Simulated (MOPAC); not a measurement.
C$_{5}$H$_{5}$B (charge +1): geometry relaxation (part 2 of 2)

C$_{5}$H$_{5}$B, charge +1, multiplicity 2; MNDO, unrestricted, COSMO solvent acetonitrile (MOPAC 23.2.5). The starting geometry was optimised with MNDO.

Geometry of the input (Å):
```
C  1.5245  0.9483  -1.9717
C  0.8591  0.5058  -1.0683
B  0.0508  -0.0363  0.0410
C  0.7067  -0.5565  1.3518
C  -1.4151  -0.0695  -0.1318
C  -2.6128  -0.0994  -0.2699
H  2.1053  1.3359  -2.7606
H  0.4386  -1.6237  1.5091
H  0.3239  0.0255  2.2179
H  1.8124  -0.4814  1.3563
H  -3.6591  -0.1268  -0.3906
```

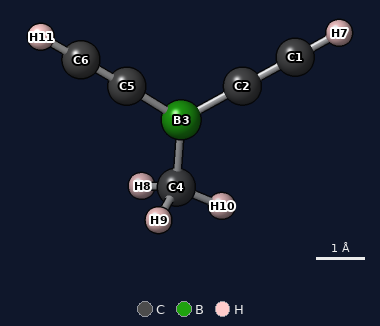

*The geometry at step 5 of the log (ball-and-stick view, seen at a tilt; atoms are numbered from 1 in the order of the input).*

## Output, continued
```
  ATOM NO.   TYPE          CHARGE      No. of ELECS.   s-Pop       p-Pop
    1          C           0.325304        3.6747     1.30483     2.36987
    2          C           0.173018        3.8270     1.28687     2.54012
    3          B           0.182160        2.8178     1.09756     1.72028
    4          C           0.027437        3.9726     1.20736     2.76520
    5          C          -0.233140        4.2331     1.21234     3.02080
    6          C           0.020288        3.9797     1.25183     2.72788
    7          H           0.239767        0.7602     0.76023
    8          H           0.037453        0.9625     0.96255
    9          H           0.037247        0.9628     0.96275
   10          H           0.009814        0.9902     0.99019
   11          H           0.180653        0.8193     0.81935
 DIPOLE           X         Y         Z       TOTAL
 POINT-CHG.     4.662     2.533    -5.037     7.316
 HYBRID        -0.088     0.217    -0.503     0.555
 SUM            4.574     2.751    -5.540     7.693

          ATOMIC ORBITAL ELECTRON POPULATIONS

     Atom    s        px        py        pz
    1  C   1.30483   0.67696   0.86617   0.82674
    2  C   1.28687   0.64833   1.04127   0.85051
    3  B   1.09756   0.73275   0.32304   0.66449
    4  C   1.20736   0.92205   0.92919   0.91397
    5  C   1.21234   0.94329   1.06461   1.01289
    6  C   1.25183   0.92949   0.83371   0.96467
    7  H   0.76023
    8  H   0.96255
    9  H   0.96275
   10  H   0.99019
   11  H   0.81935

                    (SZ)    =    0.500000
                    (S**2)  =    0.758956

          ATOMIC ORBITAL SPIN POPULATIONS

    Atom   Total    s     px     py     pz
         Atomic
    1  C  0.6721  0.029  0.392  0.080  0.171
    2  C  0.3474  0.012  0.273 -0.042  0.104
    3  B -0.0284 -0.006 -0.008 -0.005 -0.010
    4  C  0.0329  0.003  0.004  0.005  0.021
    5  C  0.0560  0.008  0.013  0.016  0.018
    6  C -0.0451 -0.002 -0.002 -0.021 -0.020
    7  H -0.0341 -0.034
    8  H -0.0010 -0.001
    9  H -0.0010 -0.001
   10  H -0.0018 -0.002
   11  H  0.0029  0.003

 *                    *
 * JOB ENDED NORMALLY *
 *                    *

 TOTAL JOB TIME:             0.28 SECONDS

 == MOPAC DONE ==
```

## Trajectory as extended XYZ (Å, eV, eV/Å), 10 frames, from step=0 to step=9
```
11
Properties=species:S:1:pos:R:3:forces:R:3 step=0 energy=10.65133
C     1.5245    0.9483   -1.9717    3.4006   2.2653  -4.6047
C     0.8591    0.5058   -1.0683   -3.6231  -2.4129   4.8955
B     0.0508   -0.0363    0.0410   -0.8222  -0.1906   0.3241
C     0.7067   -0.5565    1.3518    0.2934  -0.0057   0.0572
C    -1.4151   -0.0695   -0.1318    0.6990   0.1073  -0.1390
C    -2.6128   -0.0994   -0.2699   -0.0359  -0.0099   0.0091
H     2.1053    1.3359   -2.7606    0.2624   0.1850  -0.3889
H     0.4386   -1.6237    1.5091   -0.0519   0.0177  -0.0852
H     0.3239    0.0255    2.2179   -0.0556   0.0453  -0.0664
H     1.8124   -0.4814    1.3563   -0.0044   0.0025  -0.0091
H    -3.6591   -0.1268   -0.3906   -0.0623  -0.0041   0.0075
11
Properties=species:S:1:pos:R:3:forces:R:3 step=1 energy=10.48372
C     1.5413    0.9608   -1.9987   -1.0736  -0.7259   1.5303
C     0.8416    0.4928   -1.0398    0.6361   0.4567  -1.0029
B     0.0468   -0.0372    0.0426   -1.0129  -0.4944   1.0009
C     0.7079   -0.5565    1.3518    0.1790  -0.0406   0.1243
C    -1.4117   -0.0688   -0.1331    0.0828   0.0656  -0.1504
C    -2.6130   -0.0993   -0.2705    0.2765   0.0010   0.0394
H     2.1067    1.3370   -2.7629    1.0047   0.6817  -1.4049
H     0.4383   -1.6236    1.5085   -0.0366   0.0176  -0.0716
H     0.3236    0.0258    2.2174   -0.0387   0.0354  -0.0600
H     1.8123   -0.4814    1.3562    0.0356   0.0061  -0.0115
H    -3.6594   -0.1267   -0.3908   -0.0529  -0.0032   0.0064
11
Properties=species:S:1:pos:R:3:forces:R:3 step=2 energy=10.42617
C     1.5396    0.9599   -1.9935    0.0902   0.0739  -0.1753
C     0.8390    0.4922   -1.0407    0.1486   0.0974  -0.1817
B     0.0337   -0.0450    0.0635   -0.0812   0.0083  -0.1081
C     0.7125   -0.5560    1.3503    0.0261  -0.1667   0.4246
C    -1.4075   -0.0659   -0.1409   -0.3525  -0.0155   0.0115
C    -2.6088   -0.0981   -0.2725   -0.0509   0.0064  -0.0423
H     2.1193    1.3498   -2.7990   -0.0782  -0.0482   0.1129
H     0.4382   -1.6228    1.5050    0.0022  -0.0047  -0.0282
H     0.3235    0.0269    2.2144    0.0014   0.0220  -0.0023
H     1.8131   -0.4809    1.3544    0.1521   0.0201  -0.0271
H    -3.6598   -0.1265   -0.3913    0.1423   0.0070   0.0160
11
Properties=species:S:1:pos:R:3:forces:R:3 step=3 energy=10.42212
C     1.5405    0.9613   -1.9968    0.0360   0.0349  -0.0887
C     0.8412    0.4940   -1.0445    0.0163   0.0092  -0.0188
B     0.0322   -0.0454    0.0624    0.0587  -0.0202   0.0235
C     0.7135   -0.5592    1.3593    0.0093   0.0071  -0.0713
C    -1.4112   -0.0661   -0.1408    0.1139  -0.0048   0.0483
C    -2.6088   -0.0979   -0.2731   -0.3394  -0.0019  -0.0660
H     2.1192    1.3500   -2.7985    0.0051   0.0079  -0.0037
H     0.4384   -1.6230    1.5040   -0.0147  -0.1188   0.0269
H     0.3236    0.0271    2.2142   -0.0355   0.0766   0.1374
H     1.8152   -0.4807    1.3536    0.0972   0.0046   0.0091
H    -3.6581   -0.1263   -0.3908    0.0532   0.0053   0.0033
11
Properties=species:S:1:pos:R:3:forces:R:3 step=4 energy=10.42109
C     1.5414    0.9621   -1.9988   -0.0148   0.0003  -0.0125
C     0.8426    0.4950   -1.0462   -0.0444  -0.0333   0.0631
B     0.0327   -0.0460    0.0634    0.0747   0.0114  -0.0267
C     0.7140   -0.5600    1.3603    0.0043   0.0392   0.0248
C    -1.4109   -0.0662   -0.1389   -0.3924  -0.0151  -0.0331
C    -2.6133   -0.0979   -0.2749    0.4742   0.0195   0.0450
H     2.1193    1.3501   -2.7983    0.0573   0.0436  -0.0797
H     0.4382   -1.6255    1.5048    0.0061  -0.0452   0.0241
H     0.3232    0.0288    2.2184    0.0201  -0.0134   0.0125
H     1.8172   -0.4805    1.3539    0.0269  -0.0052   0.0166
H    -3.6566   -0.1262   -0.3905   -0.2119  -0.0018  -0.0342
11
Properties=species:S:1:pos:R:3:forces:R:3 step=5 energy=10.42065
C     1.5413    0.9622   -1.9991   -0.0274  -0.0084   0.0060
C     0.8426    0.4948   -1.0457   -0.0009  -0.0027  -0.0020
B     0.0336   -0.0461    0.0634   -0.0459   0.0061  -0.0267
C     0.7139   -0.5597    1.3599    0.0053   0.0039   0.0961
C    -1.4133   -0.0665   -0.1388    0.1307  -0.0016   0.0228
C    -2.6115   -0.0977   -0.2751   -0.0783   0.0031  -0.0135
H     2.1197    1.3506   -2.7993    0.0355   0.0296  -0.0512
H     0.4382   -1.6269    1.5054    0.0188   0.0171   0.0123
H     0.3232    0.0292    2.2201    0.0375  -0.0434  -0.0391
H     1.8179   -0.4806    1.3543    0.0015  -0.0063   0.0154
H    -3.6579   -0.1261   -0.3910   -0.0769   0.0026  -0.0200
11
Properties=species:S:1:pos:R:3:forces:R:3 step=6 energy=10.42033
C     1.5408    0.9623   -1.9992    0.0154   0.0183  -0.0499
C     0.8422    0.4946   -1.0456    0.0309   0.0172  -0.0501
B     0.0333   -0.0460    0.0620    0.0140  -0.0280   0.0866
C     0.7140   -0.5598    1.3618    0.0094  -0.0205  -0.0559
C    -1.4122   -0.0665   -0.1384   -0.0293  -0.0035  -0.0085
C    -2.6114   -0.0974   -0.2754   -0.0618   0.0008  -0.0075
H     2.1204    1.3515   -2.8011   -0.0162  -0.0046   0.0204
H     0.4384   -1.6270    1.5057    0.0164   0.0105   0.0158
H     0.3237    0.0280    2.2191    0.0037   0.0088   0.0402
H     1.8178   -0.4809    1.3547    0.0053  -0.0045   0.0184
H    -3.6598   -0.1260   -0.3918    0.0122   0.0058  -0.0096
11
Properties=species:S:1:pos:R:3:forces:R:3 step=7 energy=10.41967
C     1.5408    0.9631   -2.0015   -0.0381  -0.0182   0.0307
C     0.8426    0.4951   -1.0474   -0.0250  -0.0247   0.0535
B     0.0333   -0.0465    0.0655    0.0559   0.0338  -0.1025
C     0.7141   -0.5607    1.3625    0.0410   0.0098  -0.0166
C    -1.4122   -0.0667   -0.1384   -0.0879  -0.0022   0.0025
C    -2.6120   -0.0971   -0.2760   -0.0255  -0.0009  -0.0088
H     2.1206    1.3522   -2.8011    0.0167   0.0189  -0.0338
H     0.4389   -1.6266    1.5073    0.0055  -0.0357   0.0176
H     0.3243    0.0270    2.2200   -0.0019   0.0164   0.0513
H     1.8180   -0.4814    1.3567    0.0087  -0.0054   0.0109
H    -3.6610   -0.1257   -0.3937    0.0506   0.0080  -0.0047
11
Properties=species:S:1:pos:R:3:forces:R:3 step=8 energy=10.41951
C     1.5407    0.9630   -2.0014   -0.0303  -0.0125   0.0195
C     0.8426    0.4950   -1.0471   -0.0128  -0.0135   0.0290
B     0.0335   -0.0464    0.0651    0.0280   0.0187  -0.0703
C     0.7143   -0.5606    1.3625    0.0243   0.0104  -0.0110
C    -1.4125   -0.0667   -0.1384   -0.0554  -0.0006   0.0036
C    -2.6122   -0.0971   -0.2760   -0.0174  -0.0007  -0.0072
H     2.1207    1.3522   -2.8013    0.0089   0.0130  -0.0216
H     0.4390   -1.6268    1.5074    0.0077  -0.0263   0.0155
H     0.3243    0.0271    2.2202    0.0030   0.0092   0.0388
H     1.8180   -0.4814    1.3568    0.0131  -0.0051   0.0107
H    -3.6608   -0.1257   -0.3937    0.0309   0.0073  -0.0069
11
Properties=species:S:1:pos:R:3:forces:R:3 step=9 energy=10.41948
C     1.5406    0.9630   -2.0013   -0.0272  -0.0104   0.0154
C     0.8426    0.4950   -1.0471   -0.0100  -0.0111   0.0231
B     0.0336   -0.0464    0.0649    0.0208   0.0149  -0.0612
C     0.7144   -0.5606    1.3624    0.0203   0.0096  -0.0101
C    -1.4126   -0.0667   -0.1384   -0.0436  -0.0003   0.0040
C    -2.6122   -0.0970   -0.2760   -0.0195  -0.0007  -0.0072
H     2.1207    1.3523   -2.8013    0.0062   0.0111  -0.0178
H     0.4390   -1.6268    1.5074    0.0084  -0.0230   0.0147
H     0.3243    0.0271    2.2203    0.0041   0.0076   0.0357
H     1.8181   -0.4814    1.3568    0.0136  -0.0049   0.0106
H    -3.6607   -0.1256   -0.3937    0.0268   0.0072  -0.0073
```

## Results in brief

- outcome: converged
- heat of formation: 240.28 kcal/mol
- basis functions: 29
- largest force: 0.066 eV/Å
- ⟨S²⟩: 0.759
- hardware: 1 thread of Arm Neoverse N1, 98 GiB of memory available, shared host
- peak memory: 0.12 GiB

Notes on the run: TRUST RADIUS NOW LESS THAN  0.00010 OPTIMIZATION TERMINATING. MOPAC's energies along a path are heats of formation.
